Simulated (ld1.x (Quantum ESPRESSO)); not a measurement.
# Pseudopotential generation for Ge: TM, PBEsol

Aim: build the potential from the settings below, then test how well it stands in for the atom: other configurations, scattering, ghost states and the plane-wave cutoff that it needs.

Program: ld1.x (Quantum ESPRESSO) 7.5. Reference atom: PBEsol, scalar-relativistic, spherical and spin-unpolarised. All values are calculated.

**1. Starting point**

Typed settings, in words:

```
element                 : germanium (Ge, Z = 32)
type                    : norm-conserving Troullier–Martins (Kleinman–Bylander form)
frozen core             : [Ar]
valence charge          : 14
reference configuration : 3d10 4s2 4p2
partial waves           : 4s (bound): rc 1.45 bohr; 4p (bound): rc 1.50 bohr; 3d (bound): rc 1.20 bohr
local potential         : the d channel
core correction         : not asked for
```

**2. Generation**

The input, Ge.in:

```
 &input
   title='Ge', zed=32., rel=1, dft='PBESOL', iswitch=3,
   config='[Ar] 3d10 4s2 4p2',
   nld=3, rlderiv=1.65, eminld=-4.0, emaxld=5.0, deld=0.02
 /
 &inputp
   pseudotype=2, tm=.true., lloc=2,
   nlcc=.false.,
   file_pseudopw='Ge.UPF', file_wfcaegen='ae.wfc', file_wfcncgen='nc.wfc', file_beta='beta', file_chi='chi'
 /
3
4S  1  0   2.00   0.00  1.45  1.45  0.0
4P  2  1   2.00   0.00  1.50  1.50  0.0
3D  3  2  10.00   0.00  1.20  1.20  0.0
 &test
   configts(1)='3d10 4s2 4p2'
 /
```

The run is started by

```bash
$ ld1.x < Ge.in > Ge.out
```

The output, Ge.out (without the banner and most projector matrices):

```text
     Program LD1 v.7.5
     --------------------------- All-electron run ----------------------------

     Ge
     scalar relativistic calculation

     atomic number is 32.00
     dft =PBESOL   lsd =0 sic =0 latt =0  beta=0.20 tr2=1.0E-14
     Exchange-correlation= PBESOL
                           (   1   4  10   8   0   0   0)
     mesh =1207 r(mesh) = 100.41023 a.u. xmin = -7.00 dx = 0.01250
     1 Ry =  13.60569312 eV, c = 137.03599908

     n l     nl                  e(Ry)          e(Ha)          e(eV)
     1 0     1S 1( 2.00)      -804.9585      -402.4792    -10952.0180
     2 0     2S 1( 2.00)      -100.7399       -50.3699     -1370.6359
     2 1     2P 1( 6.00)       -88.0571       -44.0285     -1198.0777
     3 0     3S 1( 2.00)       -12.3563        -6.1782      -168.1161
     3 1     3P 1( 6.00)        -8.4836        -4.2418      -115.4256
     3 2     3D 1(10.00)        -2.1544        -1.0772       -29.3123
     4 0     4S 1( 2.00)        -0.8631        -0.4316       -11.7433
     4 1     4P 1( 2.00)        -0.2864        -0.1432        -3.8968

     final scf error:  9.8E-15 reached in  36 iterations

     Etot =   -4194.589934 Ry,   -2097.294967 Ha,  -57070.303424 eV

     Ekin =    4270.140783 Ry,    2135.070392 Ha,   58098.225088 eV
     Encl =  -10112.824798 Ry,   -5056.412399 Ha, -137591.990814 eV
     Eh   =    1803.960466 Ry,     901.980233 Ha,   24544.132508 eV
     Exc  =    -155.866385 Ry,     -77.933193 Ha,   -2120.670205 eV

     normalization and overlap integrals

     s(1S/1S) =  1.000000  <r> =   0.0470  <r2> =    0.0030  r(max) =   0.0309
     s(2S/2S) =  1.000000  <r> =   0.2102  <r2> =    0.0521  r(max) =   0.1754
     s(2P/2P) =  1.000000  <r> =   0.1838  <r2> =    0.0414  r(max) =   0.1418
     s(3S/3S) =  1.000000  <r> =   0.6247  <r2> =    0.4503  r(max) =   0.5402
     s(3P/3P) =  1.000000  <r> =   0.6474  <r2> =    0.4936  r(max) =   0.5402
     s(3D/3D) =  1.000000  <r> =   0.7368  <r2> =    0.6976  r(max) =   0.5012
     s(4S/4S) =  1.000000  <r> =   2.1153  <r2> =    5.1783  r(max) =   1.7494
     s(4P/4P) =  1.000000  <r> =   2.8834  <r2> =    9.9356  r(max) =   2.2184

     ------------------------ End of All-electron run ------------------------

     --------------------- Generating NC pseudopotential ---------------------

      Generating local pot.: lloc=2, matching radius rcloc =   1.2000

      Wfc   4S  rcut= 1.432  Using Troullier-Martins method

      Wfc   4P  rcut= 1.506  Using Troullier-Martins method

     ------------------- End of pseudopotential generation -------------------

     [... the all-electron block is printed once more ...]


     Computing logarithmic derivative in   1.65373
     Message from routine run_pseudo:
     Warning: convergence not achieved
     Computing logarithmic derivative in   1.65373
     Computing the partial wave expansion
     R is outside the sphere for l=    0 j= 0.00
     R is outside the sphere for l=    1 j= 0.00
       no projector for channel:   2

     ---------------------- Testing the pseudopotential ----------------------

     Ge
     scalar relativistic calculation

     atomic number is 32.00   valence charge is 14.00
     dft =PBESOL   lsd =0 sic =0 latt =0  beta=0.20 tr2=1.0E-14
     mesh =1207 r(mesh) = 100.41023 xmin = -7.00 dx = 0.01250

     n l     nl             e AE (Ry)        e PS (Ry)    De AE-PS (Ry)
     3 2     3D   1(10.00)       -2.15441       -2.15442        0.00001
     1 0     4S   1( 2.00)       -0.86312       -0.86312        0.00000
     2 1     4P   1( 2.00)       -0.28641       -0.28641       -0.00001

     eps = 3.8E-12  iter =201

     Etot =   -4194.589934 Ry,   -2097.294967 Ha,  -57070.303424 eV
     Etotps =  -180.145268 Ry,     -90.072634 Ha,   -2451.001235 eV

     Ekin =     226.165157 Ry,     113.082578 Ha,    3077.133716 eV
     Encl =    -549.980682 Ry,    -274.990341 Ha,   -7482.868387 eV
     Ehrt =     163.110077 Ry,      81.555038 Ha,    2219.225647 eV
     Ecxc =     -22.167502 Ry,     -11.083751 Ha,    -301.604227 eV
     Epseu=       2.727683 Ry,       1.363841 Ha,      37.112016 eV

     ---------------------- End of pseudopotential test ----------------------
```

Run time: 3.9 s. Hardware: 1 thread of Neoverse-V1, shared host. (Generation and the later configuration tests together.)

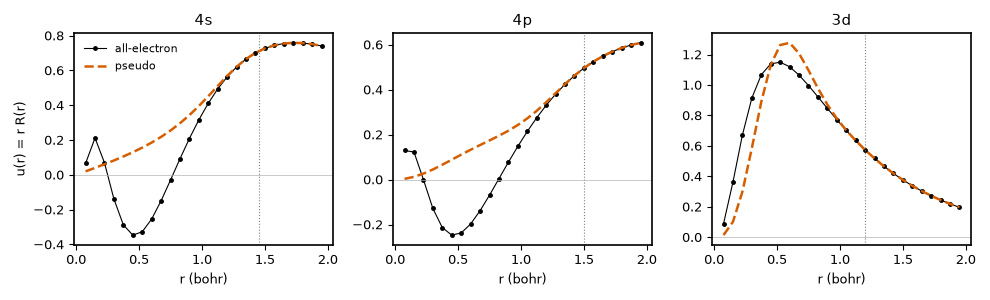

All-electron and pseudo partial waves (4s, 4p, 3d), with the matching radii dotted. The curves join 26 sampled radii, too few to resolve the innermost nodes.

**3. Testing the new file in other configurations**

The input, Ge.test.in:

```
 &input
   title='Ge', zed=32., rel=1, dft='PBESOL', iswitch=2,
   config='[Ar] 3d10 4s2 4p2'
 /
 &test
   file_pseudo='Ge.UPF', nconf=8,
   configts(1)='3d10 4s2 4p2',
   configts(2)='3d10 4s2 4p1',
   configts(3)='3d10 4s2 4p0',
   configts(4)='3d10 4s1 4p0',
   configts(5)='3d10 4s0 4p0',
   configts(6)='3d9 4s2 4p3',
   configts(7)='3d10 4s1 4p2',
   configts(8)='3d9 4s2 4p2'
 /
```

The run is started by

```bash
$ ld1.x < Ge.test.in > Ge.test.out
```

Ge.test.out, the pseudopotential blocks, each with the warnings that came before it:

```text
     Warning: convergence not achieved
     ---------------------- Testing the pseudopotential ----------------------

     Ge
     scalar relativistic calculation

     atomic number is 32.00   valence charge is 14.00
     dft =PBESOL   lsd =0 sic =0 latt =0  beta=0.20 tr2=1.0E-14
     mesh =1207 r(mesh) = 100.41023 xmin = -7.00 dx = 0.01250

     n l     nl             e AE (Ry)        e PS (Ry)    De AE-PS (Ry)
     3 2     3D   1(10.00)       -2.15441       -2.15442        0.00001
     1 0     4S   1( 2.00)       -0.86312       -0.86312        0.00000
     2 1     4P   1( 2.00)       -0.28641       -0.28641       -0.00001

     eps = 6.2E-13  iter =201

     Etot =   -4194.589934 Ry,   -2097.294967 Ha,  -57070.303424 eV
     Etotps =  -180.145268 Ry,     -90.072634 Ha,   -2451.001235 eV

     Ekin =     226.165157 Ry,     113.082578 Ha,    3077.133716 eV
     Encl =    -549.980682 Ry,    -274.990341 Ha,   -7482.868387 eV
     Ehrt =     163.110077 Ry,      81.555038 Ha,    2219.225647 eV
     Ecxc =     -22.167502 Ry,     -11.083751 Ha,    -301.604227 eV
     Epseu=       2.727683 Ry,       1.363841 Ha,      37.112016 eV

     ---------------------- End of pseudopotential test ----------------------

     Warning: convergence not achieved
     ---------------------- Testing the pseudopotential ----------------------

     Ge
     [...]
     n l     nl             e AE (Ry)        e PS (Ry)    De AE-PS (Ry)
     3 2     3D   1(10.00)       -2.81776       -2.81459       -0.00317
     1 0     4S   1( 2.00)       -1.46208       -1.46194       -0.00014
     2 1     4P   1( 1.00)       -0.82733       -0.82729       -0.00005

     eps = 2.6E-12  iter =201

     Etot =   -4194.042153 Ry,   -2097.021076 Ha,  -57062.850477 eV
     Etotps =  -179.597441 Ry,     -89.798721 Ha,   -2443.547669 eV
     dEtot_ae =       0.547781 Ry
     dEtot_ps =       0.547827 Ry,   Delta E=      -0.000046 Ry

     [...]
     ---------------------- End of pseudopotential test ----------------------

     Warning: convergence not achieved
     ---------------------- Testing the pseudopotential ----------------------

     Ge
     [...]
     n l     nl             e AE (Ry)        e PS (Ry)    De AE-PS (Ry)
     3 2     3D   1(10.00)       -3.61817       -3.60883       -0.00934  !
     1 0     4S   1( 2.00)       -2.15220       -2.15178       -0.00041
     2 1     4P   1( 0.00)       -1.45534       -1.45517       -0.00017

     eps = 1.7E-13  iter =201

     Etot =   -4192.906700 Ry,   -2096.453350 Ha,  -57047.401848 eV
     Etotps =  -178.461916 Ry,     -89.230958 Ha,   -2428.098062 eV
     dEtot_ae =       1.683235 Ry
     dEtot_ps =       1.683352 Ry,   Delta E=      -0.000117 Ry

     [...]
     ---------------------- End of pseudopotential test ----------------------

     Warning: convergence not achieved
     ---------------------- Testing the pseudopotential ----------------------

     Ge
     [...]
     n l     nl             e AE (Ry)        e PS (Ry)    De AE-PS (Ry)
     3 2     3D   1(10.00)       -4.63902       -4.62150       -0.01751  !
     1 0     4S   1( 1.00)       -2.96839       -2.96614       -0.00225
     2 1     4P   1( 0.00)       -2.20180       -2.20015       -0.00164

     eps = 8.3E-13  iter =201

     Etot =   -4190.349829 Ry,   -2095.174914 Ha,  -57012.613850 eV
     Etotps =  -175.905892 Ry,     -87.952946 Ha,   -2393.321585 eV
     dEtot_ae =       4.240105 Ry
     dEtot_ps =       4.239376 Ry,   Delta E=       0.000729 Ry

     [...]
     ---------------------- End of pseudopotential test ----------------------

     ---------------------- Testing the pseudopotential ----------------------

     Ge
     [...]
     n l     nl             e AE (Ry)        e PS (Ry)    De AE-PS (Ry)
     3 2     3D   1(10.00)       -5.73302       -5.70786       -0.02516  !
     1 0     4S   1( 0.00)       -3.81896       -3.80962       -0.00934  !
     2 1     4P   1( 0.00)       -2.98353       -2.97494       -0.00859  !

     eps = 1.5E-15  iter = 17

     Etot =   -4186.958992 Ry,   -2093.479496 Ha,  -56966.479167 eV
     Etotps =  -172.519968 Ry,     -86.259984 Ha,   -2347.253744 eV
     dEtot_ae =       7.630942 Ry
     dEtot_ps =       7.625300 Ry,   Delta E=       0.005642 Ry

     [...]
     ---------------------- End of pseudopotential test ----------------------

     Warning: convergence not achieved
     ---------------------- Testing the pseudopotential ----------------------

     Ge
     [...]
     n l     nl             e AE (Ry)        e PS (Ry)    De AE-PS (Ry)
     3 2     3D   1( 9.00)       -2.87511       -2.92660        0.05149  !
     1 0     4S   1( 2.00)       -1.03204       -1.03075       -0.00128
     2 1     4P   1( 3.00)       -0.37976       -0.37712       -0.00264

     eps = 5.2E-12  iter =201

     Etot =   -4192.412558 Ry,   -2096.206279 Ha,  -57040.678705 eV
     Etotps =  -177.941336 Ry,     -88.970668 Ha,   -2421.015213 eV
     dEtot_ae =       2.177377 Ry
     dEtot_ps =       2.203932 Ry,   Delta E=      -0.026555 Ry

     [...]
     ---------------------- End of pseudopotential test ----------------------

     Warning: convergence not achieved
     ---------------------- Testing the pseudopotential ----------------------

     Ge
     [...]
     n l     nl             e AE (Ry)        e PS (Ry)    De AE-PS (Ry)
     3 2     3D   1(10.00)       -2.94488       -2.94121       -0.00367
     1 0     4S   1( 1.00)       -1.53371       -1.53317       -0.00054
     2 1     4P   1( 2.00)       -0.88531       -0.88512       -0.00019

     eps = 2.4E-12  iter =201

     Etot =   -4193.400542 Ry,   -2096.700271 Ha,  -57054.120921 eV
     Etotps =  -178.956009 Ry,     -89.478004 Ha,   -2434.820540 eV
     dEtot_ae =       1.189392 Ry
     dEtot_ps =       1.189259 Ry,   Delta E=       0.000133 Ry

     [...]
     ---------------------- End of pseudopotential test ----------------------

     Warning: convergence not achieved
     ---------------------- Testing the pseudopotential ----------------------

     Ge
     [...]
     n l     nl             e AE (Ry)        e PS (Ry)    De AE-PS (Ry)
     3 2     3D   1( 9.00)       -3.58068       -3.62402        0.04334  !
     1 0     4S   1( 2.00)       -1.67270       -1.66891       -0.00379
     2 1     4P   1( 2.00)       -0.96977       -0.96415       -0.00562  !

     eps = 8.3E-12  iter =201

     Etot =   -4191.746174 Ry,   -2095.873087 Ha,  -57031.612090 eV
     Etotps =  -177.278971 Ry,     -88.639486 Ha,   -2412.003279 eV
     dEtot_ae =       2.843761 Ry
     dEtot_ps =       2.866297 Ry,   Delta E=      -0.022536 Ry

     [...]
     ---------------------- End of pseudopotential test ----------------------
```

Excitation and ionisation energies from 3d10 4s2 4p2, with the error of the potential. A star marks tests that logged a warning.

```csv
valence configuration,charge,ΔE all-electron (eV),error AE − PS (meV)
3d10 4s2 4p1 *,+1,7.453,-0.6
3d10 4s2 4p0 *,+2,22.902,-1.6
3d10 4s1 4p0 *,+3,57.690,+9.9
3d10 4s0 4p0,+4,103.824,+77
3d9 4s2 4p3 *,0,29.625,-361
3d10 4s1 4p2 *,+1,16.183,+1.8
3d9 4s2 4p2 *,+1,38.691,-307
```

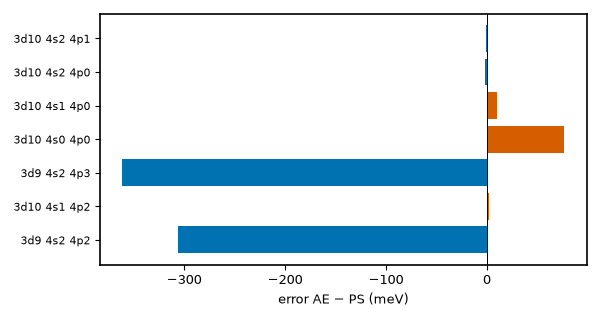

Error of the potential in each test configuration.

**4. Scattering by logarithmic derivatives**

Taken from the files of the generation run. The phase is arctan(r·u′/u) with u = r·R, unwrapped, with energies in Ry. A pole is an energy at which the radial function vanishes at the test radius. The pseudo phase is shifted by a multiple of π to meet the all-electron one at the reference energy. Levels narrower than the energy grid can be missing from the poles. The last column is the largest difference on the grid between −1 and +1 Ry.

| channel | radius (bohr) | reference (Ry) | poles AE | poles PS | window around the reference with phases within 0.05 rad (Ry) | largest difference near zero (rad) |
| --- | --- | --- | --- | --- | --- | --- |
| s | 1.65 | -0.86 | none | 3.70 | below 2.3 | 0.028 |
| p | 1.65 | -0.29 | none | none | the whole range | 0.010 |
| d | 1.65 | -2.15 | -1.83 | -1.83 | below 1.4 | 0.029 |

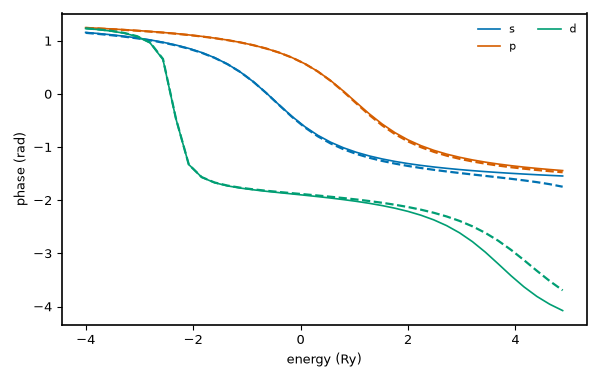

Phases by channel: all-electron solid, pseudo dashed.

**5. Cutoff and ghost test in a Bessel basis**

A separate test, outside the generator: the pseudo-atom's Hamiltonian at the reference potential is diagonalised in spherical Bessel functions j_l(qr) that vanish at 20 bohr, with q² up to the cutoff.

All-electron valence levels (Ry): 4s -0.8631, 4p -0.2864, 3d -2.1544. The lowest levels of each channel (Ry) by cutoff; the last column sums, over occupied levels, occupation times the distance from the level at 400 Ry. A positive value at high cutoff is not a bound level.

```
cutoff (Ry)      s #1     s #2     p #1     p #2     d #1    f #1  Σ f·Δε (mRy)
          8   -0.8313  -0.0302  -0.2802   0.0266   0.0548  0.1088       22167.7
         15   -3.1374  -0.8349  -0.2866   0.0262   0.0540  0.1088       22141.1
         25  -11.4221  -0.8521  -0.2913   0.0260   0.0531  0.1088       22106.4
         40  -19.5244  -0.8620  -1.5987  -0.2824   0.0476  0.1088       22030.5
         55  -22.7829  -0.8623  -4.7150  -0.2860  -0.1517  0.1088       20029.6
         90  -25.1179  -0.8630  -7.2542  -0.2863  -1.5234  0.1088        6310.0
        120  -25.4594  -0.8631  -7.9849  -0.2864  -2.0168  0.1088        1376.4
        180  -25.4899  -0.8631  -8.1361  -0.2864  -2.1527  0.1088          16.6
        200  -25.4922  -0.8631  -8.1363  -0.2864  -2.1538  0.1088           6.1
        260  -25.4942  -0.8631  -8.1373  -0.2864  -2.1539  0.1088           4.6
        400  -25.4950  -0.8631  -8.1381  -0.2864  -2.1544  0.1088           0.0
```

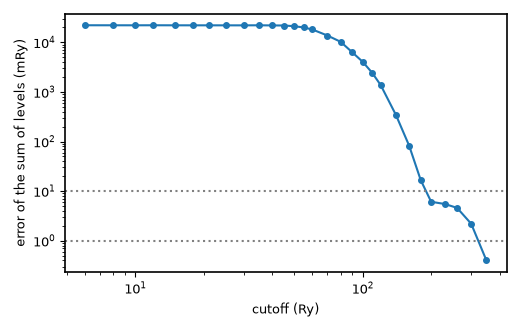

Occupation-weighted error of the valence levels against the cutoff; the dotted lines mark 10 and 1 mRy.

The sum stays within 10 mRy from 200 Ry and within 1 mRy only somewhere over 300 Ry. The sum leaves out empty levels, which can need more. Ghost test: ghost states, bound below the all-electron valence or empty levels of the same l: s at -346.9 eV, p at -110.7 eV.

**6. Outcome**

| quantity | value |
| --- | --- |
| cutoffs for 10 and 1 mRy, occupied levels | 200 Ry and over 300 Ry |
| bound ghosts | s at -346.88 eV, p at -110.72 eV |
| largest test error (AE − PS) | -361 meV, for 3d9 4s2 4p3 (one of 7 tests with a warning) |
| largest phase difference near zero energy, channels read | 0.029 rad |

What this shows: A bound ghost (s, p) makes it unfit for use: electrons can fall into a state that the atom doesn't have. Close by lies the frozen 3p level (-115.4 eV). By total energies transferability is poor: the largest error is 361 meV on 29.6 eV, for 3d9 4s2 4p3. It counts as very hard, with 200 Ry needed at the looser tolerance. The tighter tolerance needs over 300 Ry, and converged work needs a cutoff nearer that. The slowest occupied level is 3d: taken alone it needs 200 Ry to come within 1 mRy, against 45 Ry for 4s. Near zero energy the phases of the channels with partial waves agree within 0.029 rad.
